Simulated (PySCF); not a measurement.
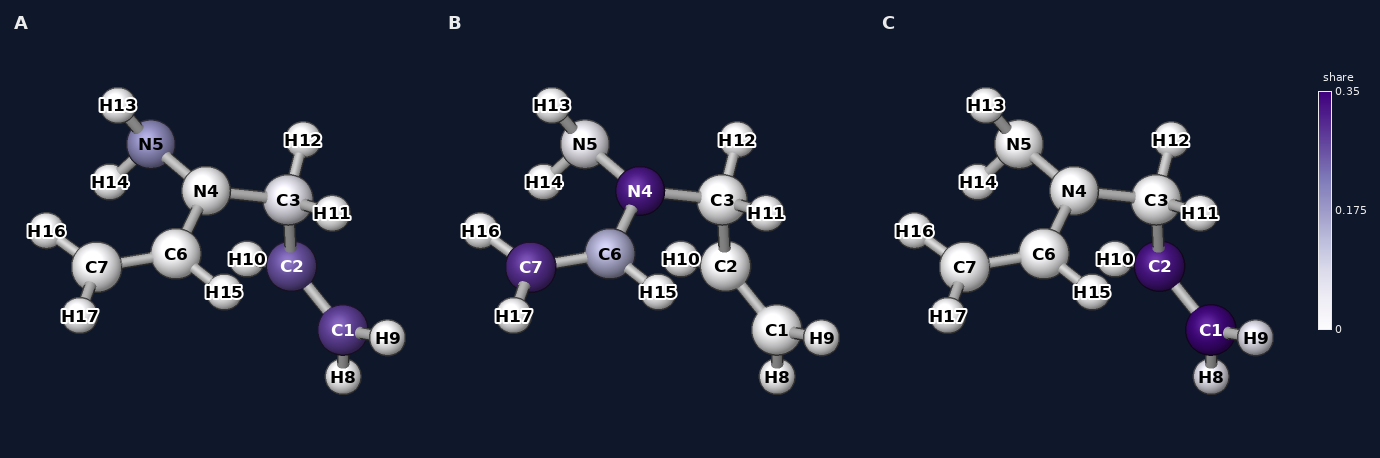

Each panel colours the atoms by their Löwdin share in one orbital (up to four of the largest shares; other atoms are shown as zero). Computed geometry: GFN2-xTB optimisation. No frequency run is at hand to confirm it as a minimum. Method: PBE0/def2-SVPD (PySCF 2.14.0).

The panels show the HOMO−1, HOMO, LUMO, in some order. Which is which?

A: HOMO−1, −7.74 eV; C1 0.28, C2 0.26, N5 0.19, C3 0.05
B: HOMO, −5.89 eV; N4 0.32, C7 0.30, C6 0.15, N5 0.04
C: LUMO, 0.14 eV; C1 0.34, C2 0.33, H9 0.06, H8 0.06
